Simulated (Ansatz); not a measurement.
# C2H3F3 (1,1,1-trifluoroethane): B3LYP/cc-pVDZ

What is the electronic atomisation energy of C2H3F3 (1,1,1-trifluoroethane) at B3LYP/cc-pVDZ? 

Program for the calculation: Ansatz 0.2.0.

53 further runs of the same task are left out: 1 that didn't finish, 52 set aside as unsound or not needed.

### Step 1. The system as given

C2H3F3 has 8 atoms, charge 0, and is taken as a singlet. SMILES: `CC(F)(F)F`. Geometry: relaxed at PBE0-D4/def2-TZVP.

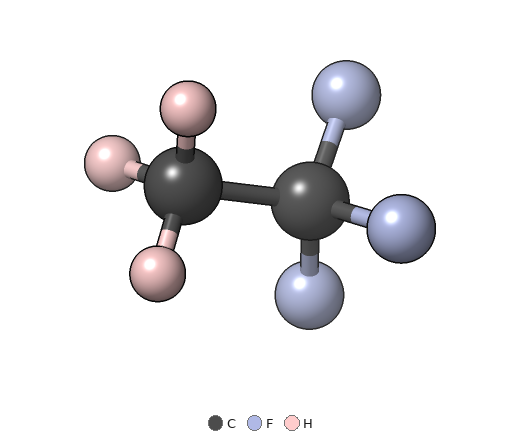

Viewed from a chosen angle; carbon dark grey, fluorine light blue, hydrogen pink.

### Step 2. The energy at B3LYP/cc-pVDZ

Contents of in.yaml:

```yaml
crystal:
  periodic: [false, false, false]
  atoms:
    - symbol: C
      position_ang: [-0.615400, -0.141500, 0.471500]
    - symbol: C
      position_ang: [0.557600, 0.109900, -0.423700]
    - symbol: F
      position_ang: [1.692800, -0.382000, 0.093900]
    - symbol: F
      position_ang: [0.395200, -0.458200, -1.627700]
    - symbol: F
      position_ang: [0.754200, 1.420300, -0.629900]
    - symbol: H
      position_ang: [-0.441600, 0.335800, 1.434900]
    - symbol: H
      position_ang: [-0.738000, -1.214600, 0.611200]
    - symbol: H
      position_ang: [-1.512600, 0.273100, 0.014000]
basis:
  gaussian:
    orbitals: cc-pVDZ
output: {orbitals: {seedname: orbitals}}
hamiltonian:
  xc: {name: B3LYP}
accuracy: high
```

Launch:

```console
$ ansatz run in.yaml --threads 1 --pin off --max-ram 3480MiB --events-out events.jsonl --progress --plain --runs-dir runs
```

Output:

```text
Warning: RAYON_NUM_THREADS=1 ignored (pool sized by the plan → 1); use --threads N
Functional definition: B3LYP
  name "B3LYP"
  parameter a0 = 0.2
  parameter ax = 0.72
  parameter ac = 0.81
  exchange = (1 - a0 - ax)*slater_x + ax*b88_x + a0*exact_x
  correlation = (1 - ac)*vwn_rpa_c + ac*lyp_c
1960 factors; integrals over basis functions are off by at most 3.2e-9 eV
mean field evaluation 1: about -10269.5388 eV, gradient 5.0e1 eV
mean field evaluation 2: about -10268.0001 eV, gradient 5.9e1 eV
mean field evaluation 4: about -10274.2180 eV, gradient 1.6e0 eV
mean field evaluation 8: about -10274.4080 eV, gradient 8.7e-2 eV
mean field evaluation 16: about -10274.4080 eV, gradient 5.7e-6 eV
mean field -10274.40803254 eV, -377.5775309520 hartree, gradient 2.5e-8 eV, S^2 0.000000; 0 other end points of the search recorded, 0 dependent functions left out
reference -10274.40806211 eV, -377.5775320385 hartree; 21, 21 occupied and 64, 64 virtual orbitals, 1960 factors
Total energy: -10274.40806211 eV, -377.5775320385 hartree
```

Wall time 7.2 s (1 thread of Arm Neoverse V1, shared host); peak memory 0.27 GiB.

### Step 3. The C atom at the same level

Contents of run.yaml:

```yaml
crystal:
  periodic: [false, false, false]
  atoms:
    - {symbol: C, position_ang: [0.000000, 0.000000, 0.000000]}
basis:
  gaussian: {orbitals: cc-pVDZ}
magnetization: {spin_polarized: true, initial_magnetization: 2}
hamiltonian: {xc: {name: B3LYP}}
accuracy: high
```

Run the same way, it converges to -37.85197 Eh (log not shown).

### Step 4. The F atom, same level

Contents of input.yaml:

```yaml
crystal:
  periodic: [false, false, false]
  atoms:
    - {symbol: F, position_ang: [0.000000, 0.000000, 0.000000]}
basis:
  gaussian: {orbitals: cc-pVDZ}
magnetization: {spin_polarized: true, initial_magnetization: 1}
hamiltonian: {xc: {name: B3LYP}}
accuracy: high
```

Run the same way, it converges to -99.72660 Eh (log not shown).

### Step 5. The H atom, same level

Contents of job.yaml:

```yaml
crystal:
  periodic: [false, false, false]
  atoms:
    - {symbol: H, position_ang: [0.000000, 0.000000, 0.000000]}
basis:
  gaussian:
    orbitals: cc-pVDZ
magnetization:
  spin_polarized: true
  initial_magnetization: 1
hamiltonian:
  xc: {name: B3LYP}
accuracy: high
```

Run the same way, it converges to -0.50126 Eh (log not shown).

### Step 6. What came out

At B3LYP/cc-pVDZ:

```
                     quantity          value
       molecule: total energy  -377.57753 Eh
        molecule: HOMO energy      -10.29 eV
        molecule: LUMO energy        1.83 eV
      molecule: HOMO–LUMO gap       12.12 eV
         C atom: total energy   -37.85197 Eh
                 C atom: ⟨S²⟩          2.002
         F atom: total energy   -99.72660 Eh
                 F atom: ⟨S²⟩          0.751
         H atom: total energy    -0.50126 Eh
                 H atom: ⟨S²⟩          0.750
electronic atomisation energy      32.382 eV
```

Taking the molecule apart into free atoms costs 32.38 eV (747 kcal/mol), before zero-point energy and without spin-orbit coupling.
